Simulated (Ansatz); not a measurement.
C₃H₈BN: several calculations on one system

Part 1: Relaxation

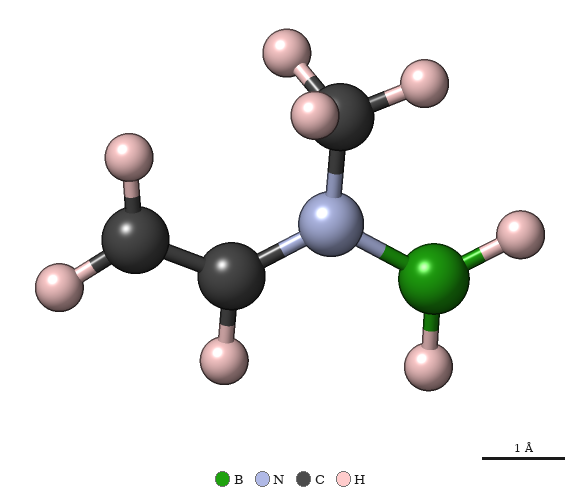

Starting structure of C$_{3}$H$_{8}$BN (coarse preliminary run). The picture is a ball-and-stick view, seen at a tilt.

The calculation used Ansatz 0.2.0, RKS PBE-D4/def2-SVP.

Input
```yaml
crystal:
  periodic: [false, false, false]
  atoms:
    - {symbol: B, position_ang: [-0.129200, 0.342300, -1.908700]}
    - {symbol: N, position_ang: [0.041600, 0.111700, -0.431300]}
    - {symbol: C, position_ang: [1.306600, 0.444100, 0.162800]}
    - {symbol: C, position_ang: [-0.965000, -0.450200, 0.322600]}
    - {symbol: C, position_ang: [-0.948700, -0.745200, 1.610700]}
    - {symbol: H, position_ang: [-1.213300, 0.146200, -2.430900]}
    - {symbol: H, position_ang: [0.708300, 0.860000, -2.577900]}
    - {symbol: H, position_ang: [1.841400, -0.459700, 0.586200]}
    - {symbol: H, position_ang: [1.199700, 1.203900, 1.030300]}
    - {symbol: H, position_ang: [2.047100, 0.877500, -0.541600]}
    - {symbol: H, position_ang: [-1.986200, -0.684100, -0.150900]}
    - {symbol: H, position_ang: [-0.033900, -0.538100, 2.216100]}
    - {symbol: H, position_ang: [-1.848000, -1.143300, 2.127500]}
basis:
  gaussian: {orbitals: def2-SVP}
hamiltonian: {xc: pbe, dispersion: d4}
relax: {f_tol: 0.03, max_steps: 250}
```

Predict the outcome.

Answer. The largest move after the best rigid fit is that of H11, 0.15 Å. By element the largest moves are H 0.15 Å, N 0.06 Å, B 0.06 Å, C 0.06 Å. Among the contacts that change: B1–N2 1.505 → 1.414 Å, C4–H11 1.150 → 1.101 Å, C3–H9 1.158 → 1.111 Å, N2–C4 1.377 → 1.407 Å. Bond angles that change, for instance: C5–C4–H11 111.5° → 120.7°, N2–C4–H11 120.4° → 112.7°, H6–B1–H7 117.0° → 122.7°. The optimiser took 6 steps.

The structure at the end:

```xyz
13

B    -0.1592    0.3735   -1.8706
N     0.0388    0.1271   -0.4924
C     1.3005    0.4329    0.1751
C    -0.9782   -0.4308    0.3043
C    -0.9052   -0.7124    1.6222
H    -1.2360    0.0916   -2.3585
H     0.7480    0.8557   -2.5186
H     1.7485   -0.4848    0.6126
H     1.1448    1.1594    1.0011
H     2.0056    0.8647   -0.5561
H    -1.8996   -0.6341   -0.2637
H    -0.0095   -0.5298    2.2322
H    -1.7780   -1.1480    2.1271
```

The end point in the same view:

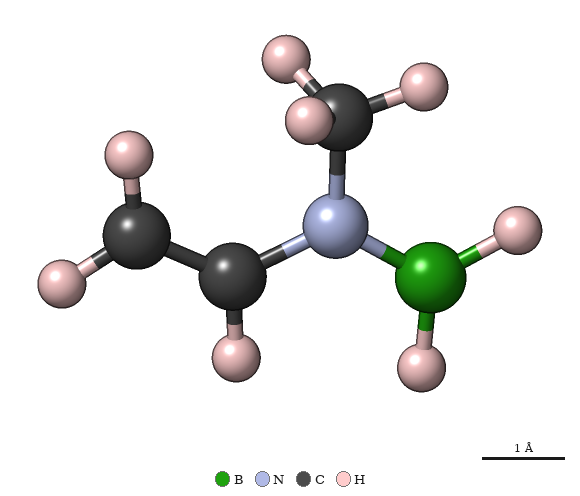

Part 2: Relaxation

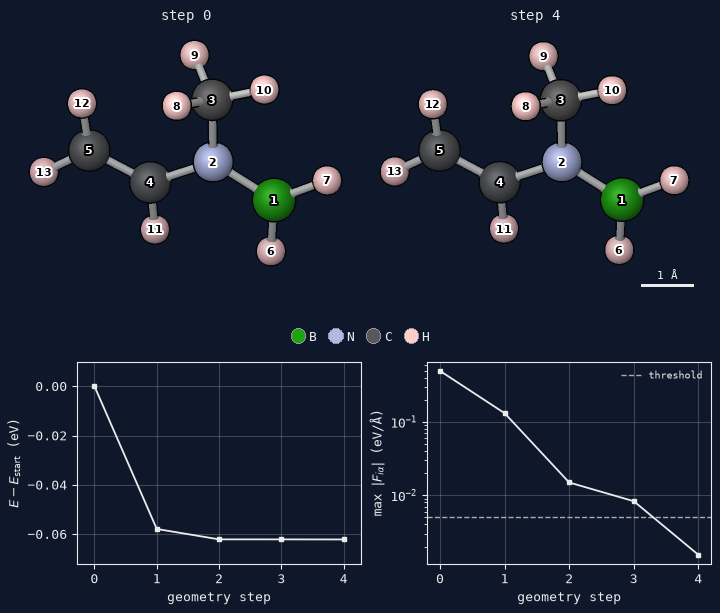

First and last geometry of a relaxation of C3H8BN, with the history of the run. Style: ball-and-stick. Shown at a tilt.

All numbers below come from Ansatz, RKS PBE0-D4/def2-TZVP. Set-up: force threshold 0.005 eV/Å; at most 200 steps.

Question: What do the curves and the structures tell?

Answer: It converged. The atom that moves furthest after the best rigid fit is H13 (0.041 Å). By element the largest moves are H 0.041 Å, C 0.026 Å, B 0.020 Å, N 0.005 Å. Near-neighbour distances that change, for instance: B1–H6 1.215 → 1.195 Å, B1–H7 1.215 → 1.195 Å, C4–C5 1.350 → 1.331 Å, C4–H11 1.101 → 1.084 Å. Over 4 geometry steps the energy falls by 0.062 eV. The largest force component goes from 0.5 to 0.0015 eV/Å. The run took roughly 80 core-seconds on a shared host.

```csv
step,"E − E(0), eV","largest force component, eV/Å"
0,0.0000,0.4978
1,-0.0579,0.1319
2,-0.0621,0.0150
3,-0.0621,0.0083
4,-0.0622,0.0015
```

Part 3: Scan

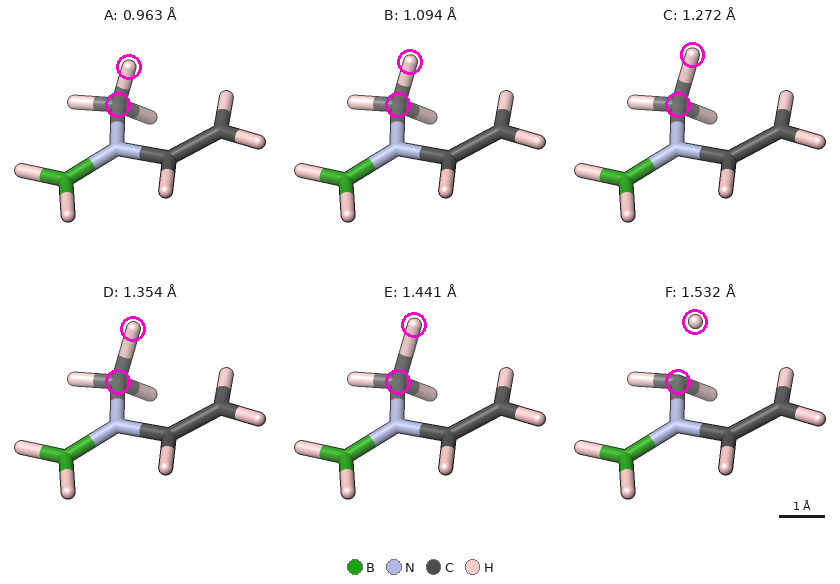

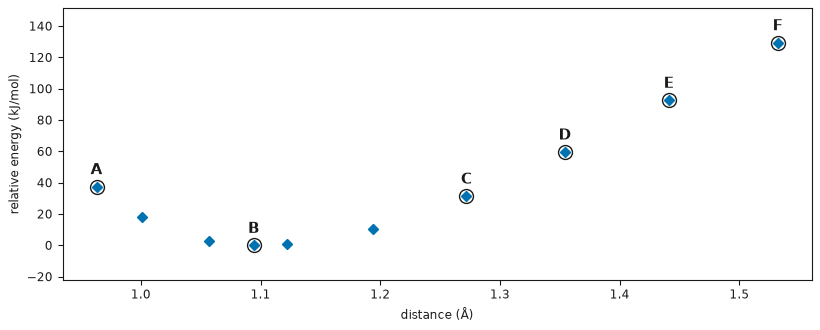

A scan of C3H8BN: one C–H bond length is varied, with the rest of the molecule carried along rigidly. The lettered frames are marked on the plot. The picture is a stick view, seen from a free direction. The ringed atoms are those of the scanned coordinate.

Computed with Ansatz: PBE-D4, basis def2-TZVPP, on geometries moved rigidly from the minimum at PBE0-D4/def2-TZVP. Energies are counted from the PBE0-D4/def2-TZVP minimum geometry at the same level.

Describe the profile.

The lowest computed point lies at the distance 1.094 Å (0.0 kJ/mol). The end points stand at 37.5 kJ/mol (0.963 Å) and 129.4 kJ/mol (1.532 Å). The curvature at the lowest point is about 33 eV/Å² (5.3 mdyn/Å). The well is steeper on the short side, as for any bond.

Part 4: Scan

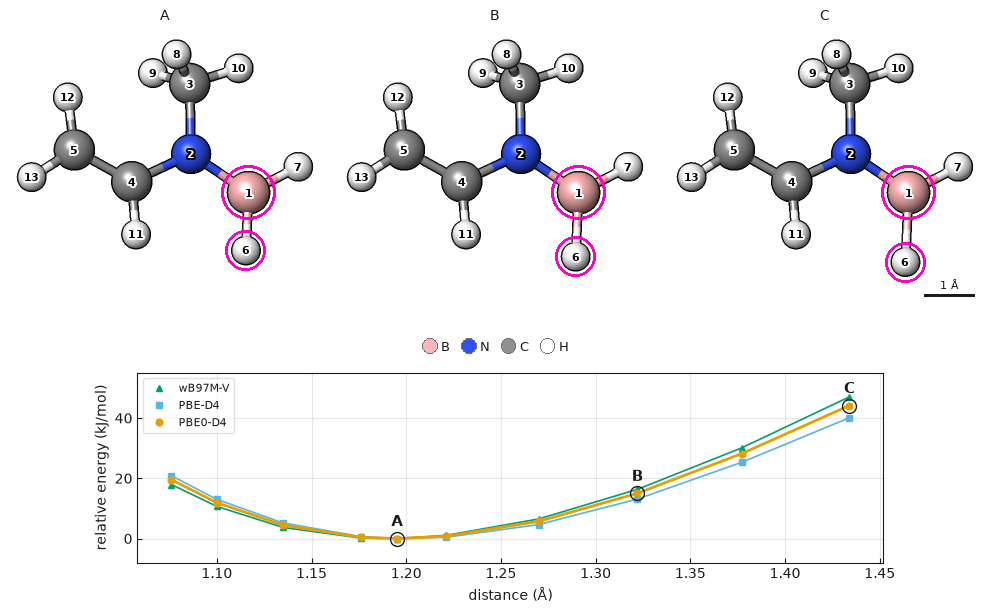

C₃H₈BN: the B1–H6 distance is varied, with the rest of the molecule carried along rigidly. The lettered frames are marked on the plot, at the values of PBE0-D4. A ball-and-stick model, seen at a tilt. The ringed atoms are those of the scanned coordinate.

Single-point energies from Ansatz with PBE0-D4, PBE-D4, wB97M-V in the def2-TZVPP basis, on geometries moved rigidly from the minimum at PBE0-D4/def2-TZVP. Energies are counted from the PBE0-D4/def2-TZVP minimum geometry at the same level.

Question: Read off the main features of the energy profile.

Answer: With PBE0-D4: the lowest computed point lies at the distance 1.195 Å (0.0 kJ/mol). At the ends of the scan the energy is 19.5 kJ/mol (1.076 Å) and 44.2 kJ/mol (1.434 Å). The curvature at the lowest point is about 24 eV/Å² (3.8 mdyn/Å). The well is steeper on the short side, as for any bond. At 1.434 Å the levels give PBE-D4 40.1 kJ/mol, PBE0-D4 44.2 kJ/mol, wB97M-V 47.1 kJ/mol.
